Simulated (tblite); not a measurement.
## Geometry relaxation, with input and output: C₂H₁₃NSi₄ (part 2 of 2)

C₂H₁₃NSi₄; GFN2-xTB geometry optimisation, gas phase (tblite 0.8.0). It belongs to a series of runs on one base structure; here: H on Si replaced by N=CH2.

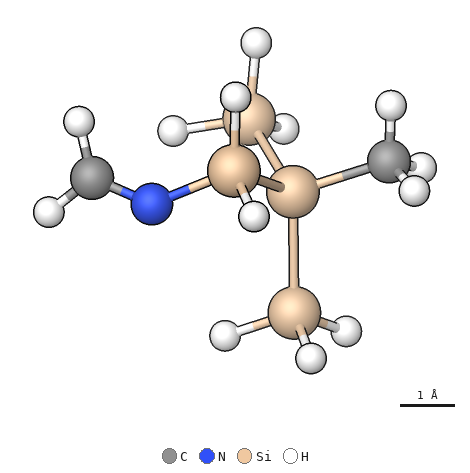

**Figure 1.** The geometry at step 106 of the log (ball-and-stick view, seen at a tilt).

### Trajectory as extended XYZ, continued
```
20
Properties=species:S:1:pos:R:3:forces:R:3 step=79 energy=-562.96254
C     3.2526   -0.8529    0.3477    0.0060   0.0230  -0.0170
N     2.3306   -0.6112   -0.4570   -0.0310   0.0020   0.0090
Si    1.4398    0.7862   -0.9068   -0.0120   0.0040  -0.0180
Si   -0.6893    0.2184   -0.0998    0.0320  -0.0130  -0.0320
C    -1.9043    1.6251   -0.6095    0.0270   0.0110  -0.0140
Si   -0.6912    0.1552    2.2394   -0.0030   0.0100  -0.0090
Si   -1.4291   -1.7377   -1.1504    0.0010  -0.0030  -0.0220
H     3.7570   -0.0986    0.9585    0.0050   0.0020   0.0240
H     3.6123   -1.8731    0.4671   -0.0290   0.0160  -0.0060
H     1.9631    2.0847   -0.4420    0.0190   0.0080   0.0290
H     1.6423    0.7648   -2.3573   -0.0350  -0.0020  -0.0160
H    -2.2800    1.4866   -1.6198    0.0420   0.0000  -0.0030
H    -1.4261    2.6001   -0.5733   -0.0110   0.0110   0.0160
H    -2.7680    1.6650    0.0494    0.0300  -0.0390  -0.0100
H     0.2869   -0.8216    2.7300   -0.0260  -0.0050   0.0100
H    -1.9907   -0.2006    2.8204    0.0260  -0.0140   0.0150
H    -0.3215    1.4350    2.8561   -0.0050   0.0020   0.0140
H    -0.7623   -2.9303   -0.6242   -0.0310   0.0040   0.0260
H    -1.1523   -1.7139   -2.5899   -0.0080  -0.0040  -0.0280
H    -2.8747   -1.9706   -1.0418    0.0040  -0.0150   0.0310
20
Properties=species:S:1:pos:R:3:forces:R:3 step=92 energy=-562.97587
C     3.2252   -0.8570    0.3454   -0.0160   0.0110  -0.0130
N     2.3133   -0.6110   -0.4707    0.0200  -0.0270   0.0110
Si    1.4311    0.7860   -0.9352    0.0890   0.0330   0.0800
Si   -0.6717    0.2101   -0.0947   -0.0830  -0.0440  -0.0750
C    -1.8768    1.6237   -0.5917   -0.0930   0.1230  -0.0560
Si   -0.6845    0.1804    2.2441    0.0220  -0.0090  -0.0200
Si   -1.4243   -1.7413   -1.1621   -0.0250  -0.0170   0.0030
H     3.7388   -0.1025    0.9515   -0.0150  -0.0320  -0.0170
H     3.5598   -1.8846    0.4865   -0.0280   0.0730  -0.0160
H     1.9940    2.0770   -0.4849   -0.0270  -0.0360  -0.0470
H     1.5557    0.7287   -2.3917    0.0320   0.0240  -0.0230
H    -1.9960    1.7017   -1.6767   -0.0110  -0.0410   0.2630
H    -1.5302    2.5970   -0.2355   -0.0830  -0.1790  -0.0480
H    -2.8631    1.4461   -0.1537    0.1890   0.0870  -0.1670
H     0.3040   -0.7753    2.7520    0.0080  -0.0010   0.0220
H    -1.9645   -0.1785    2.8592   -0.0250  -0.0160   0.0010
H    -0.3321    1.4864    2.8140    0.0120   0.0000   0.0320
H    -0.7394   -2.9187   -0.6244    0.0080  -0.0070  -0.0040
H    -1.1839   -1.7321   -2.6116    0.0040   0.0110   0.0480
H    -2.8605   -2.0254   -1.0227    0.0230   0.0470   0.0260
20
Properties=species:S:1:pos:R:3:forces:R:3 step=106 energy=-562.98675
C     3.2153   -0.8366    0.3385   -0.0290   0.0050   0.0010
N     2.3285   -0.5860   -0.5029    0.0030  -0.0080  -0.0080
Si    1.4340    0.8079   -0.9475    0.0150   0.0010  -0.0260
Si   -0.6689    0.1971   -0.1184    0.0130   0.0070   0.0340
C    -1.8473    1.6328   -0.6103    0.0090   0.0170   0.0140
Si   -0.6827    0.1482    2.2265   -0.0050  -0.0040  -0.0220
Si   -1.4425   -1.7672   -1.1279   -0.0150   0.0030   0.0090
H     3.6889   -0.0917    0.9845    0.0160   0.0030   0.0000
H     3.5618   -1.8599    0.4637    0.0070   0.0060  -0.0040
H     1.9689    2.1031   -0.4875   -0.0030   0.0040   0.0150
H     1.5823    0.7920   -2.4062    0.0040  -0.0090   0.0240
H    -1.8981    1.7655   -1.6865   -0.0190  -0.0280  -0.0380
H    -1.5118    2.5760   -0.1883   -0.0190   0.0210   0.0210
H    -2.8582    1.4572   -0.2520    0.0230  -0.0050  -0.0200
H     0.3006   -0.8085    2.7436    0.0070  -0.0110  -0.0030
H    -1.9704   -0.2242    2.8221    0.0030  -0.0030  -0.0080
H    -0.3347    1.4416    2.8276    0.0000   0.0050   0.0120
H    -0.7612   -2.9385   -0.5731   -0.0060  -0.0080   0.0020
H    -1.2295   -1.8018   -2.5781   -0.0110   0.0020   0.0000
H    -2.8802   -1.9961   -0.9307    0.0080   0.0010  -0.0020
20
Properties=species:S:1:pos:R:3:forces:R:3 step=119 energy=-562.98868
C     3.2123   -0.8301    0.3355    0.0090   0.0020   0.0050
N     2.3297   -0.5800   -0.5102    0.0090   0.0020   0.0040
Si    1.4429    0.8207   -0.9488    0.0020  -0.0090  -0.0070
Si   -0.6543    0.2045   -0.1148   -0.0070   0.0020  -0.0080
C    -1.8378    1.6308   -0.6249    0.0070  -0.0110  -0.0100
Si   -0.6759    0.1388    2.2261    0.0000   0.0050   0.0120
Si   -1.4500   -1.7630   -1.1080    0.0100   0.0100   0.0000
H     3.6872   -0.0830    0.9786    0.0070  -0.0070   0.0010
H     3.5583   -1.8530    0.4646    0.0020   0.0030  -0.0030
H     1.9711    2.1127   -0.4722    0.0070   0.0020   0.0040
H     1.5989    0.8110   -2.4051    0.0000   0.0020   0.0020
H    -1.8785    1.7477   -1.7043   -0.0110  -0.0040  -0.0110
H    -1.5276    2.5851   -0.2078    0.0040  -0.0080   0.0090
H    -2.8491    1.4388   -0.2794   -0.0180   0.0030  -0.0030
H     0.3023   -0.8266    2.7385    0.0030  -0.0020  -0.0080
H    -1.9697   -0.2445    2.7997   -0.0040  -0.0030   0.0040
H    -0.3354    1.4217    2.8543    0.0000  -0.0010   0.0020
H    -0.7851   -2.9497   -0.5637   -0.0060   0.0140   0.0050
H    -1.2556   -1.8023   -2.5605   -0.0010   0.0030  -0.0080
H    -2.8887   -1.9690   -0.9007   -0.0120  -0.0020   0.0100
20
Properties=species:S:1:pos:R:3:forces:R:3 step=132 energy=-562.98956
C     3.2277   -0.8270    0.3369   -0.0020  -0.0020  -0.0010
N     2.3452   -0.5735   -0.5079   -0.0020  -0.0030   0.0080
Si    1.4508    0.8234   -0.9432   -0.0010   0.0020   0.0040
Si   -0.6536    0.2125   -0.1187    0.0030  -0.0060   0.0040
C    -1.8435    1.6285   -0.6402    0.0010   0.0000  -0.0040
Si   -0.6769    0.1337    2.2230   -0.0020  -0.0010   0.0060
Si   -1.4622   -1.7539   -1.0995   -0.0070  -0.0030  -0.0050
H     3.7003   -0.0854    0.9879   -0.0010   0.0020  -0.0040
H     3.5763   -1.8500    0.4569    0.0070  -0.0020  -0.0020
H     1.9759    2.1139   -0.4583    0.0020   0.0040   0.0030
H     1.6124    0.8219   -2.3988   -0.0010  -0.0020  -0.0010
H    -1.8907    1.7307   -1.7210   -0.0020   0.0030   0.0000
H    -1.5312    2.5877   -0.2361   -0.0090  -0.0010   0.0000
H    -2.8536    1.4395   -0.2877    0.0070   0.0050  -0.0020
H     0.3043   -0.8388    2.7166    0.0010   0.0000  -0.0040
H    -1.9692   -0.2606    2.7930   -0.0020  -0.0030   0.0020
H    -0.3377    1.4050    2.8742    0.0010   0.0060  -0.0050
H    -0.7994   -2.9369   -0.5467    0.0030  -0.0020  -0.0010
H    -1.2794   -1.8039   -2.5534    0.0010  -0.0010  -0.0020
H    -2.9005   -1.9558   -0.8799    0.0000   0.0040   0.0040
```

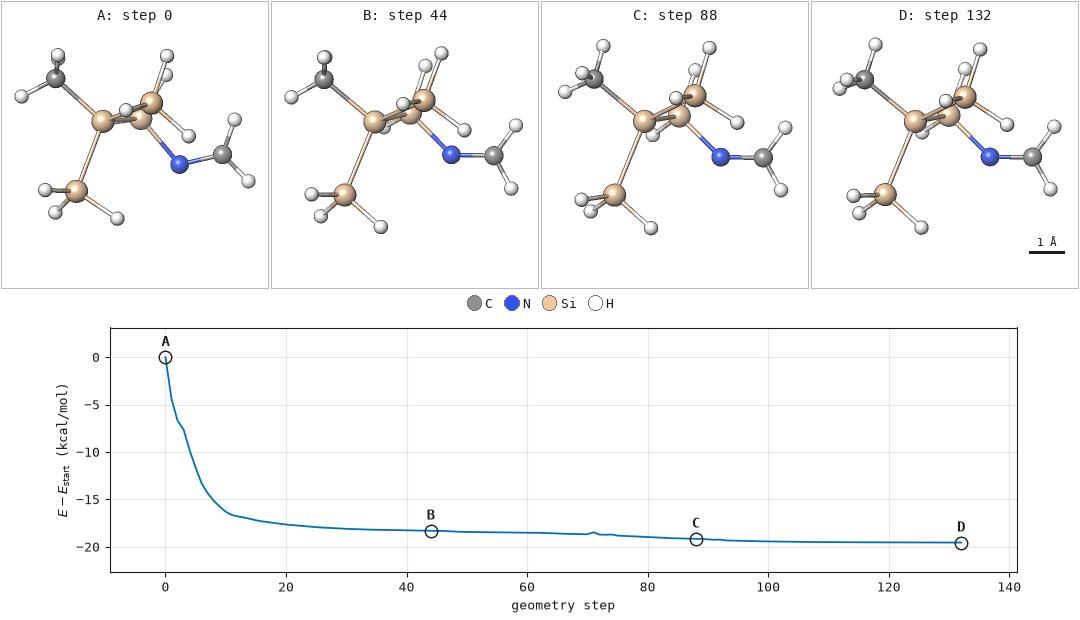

**Figure 2.** Frames of the relaxation (ball-and-stick view, seen at a tilt) above the curves, on which the letters mark them (steps are counted from 0).

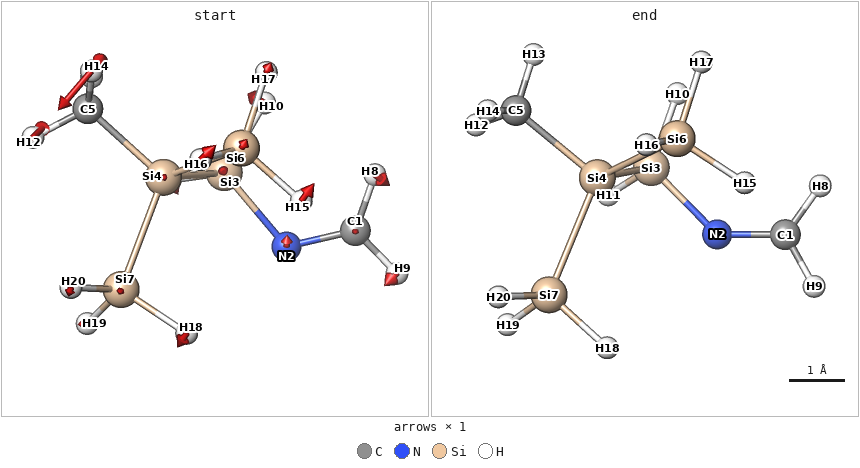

**Figure 3.** Before (left) and after (right) the relaxation, at one scale (ball-and-stick view, seen at a tilt). The red arrows give the displacements, at true length. Over 132 geometry steps the energy falls by 19.6 kcal/mol. Largest force component: 2.1 eV/Å at the start, 0.009 eV/Å at the end. H14 moves most after the best rigid fit: 0.96 Å. By element the largest moves are H 0.96 Å, N 0.24 Å, Si 0.22 Å, C 0.09 Å. Distances before and after: Si3–Si4 2.217 → 2.341 Å, Si4–Si6 2.239 → 2.343 Å, Si4–C5 1.859 → 1.922 Å, N2–Si3 1.765 → 1.715 Å. Among the angles that change: C1–N2–Si3 116.3° → 134.9°, N2–Si3–Si4 110.4° → 99.6°, Si4–Si3–H11 108.3° → 116.7°. (Atoms are counted from 1 in the order of the input.)

The run was set up as follows.

### Input
```
{"job": {"kind": "relax", "xc": "GFN2-xTB", "basis": "xTB"}, "charge": 0, "multiplicity": 1}
C      3.253800    -0.743900     0.325200
N      2.411300    -0.751200    -0.661100
Si     1.398900     0.683600    -0.834700
Si    -0.677700     0.244200    -0.194500
C     -1.780300     1.669900    -0.651000
Si    -0.683400     0.016800     2.033300
Si    -1.471200    -1.685700    -1.007200
H      3.345300     0.096200     1.023200
H      3.908400    -1.594900     0.499300
H      1.957900     1.777100    -0.027500
H      1.376700     1.046400    -2.285000
H     -2.539700     1.344700    -1.417400
H     -1.147900     2.481000    -1.084600
H     -2.327800     2.052400     0.232700
H      0.197400    -1.082600     2.390700
H     -2.059000    -0.413600     2.401500
H     -0.315600     1.278400     2.666800
H     -0.785600    -2.766200    -0.235800
H     -1.151400    -1.819000    -2.430900
H     -2.915300    -1.822900    -0.746100
```

The first line tells a small driver script what to run in tblite; the rest is the geometry in Å.

Launched with:
```bash
OMP_NUM_THREADS=1 python <driver script> task.json out
```

### Key numbers

```json
{"quantity": "outcome", "value": "converged"}
{"quantity": "total energy", "value": "−562.9896 eV"}
{"quantity": "hardware", "value": "1 CPU thread, shared host"}
{"quantity": "wall time", "value": "1.6 s"}
{"quantity": "peak memory", "value": "0.18 GiB"}
```
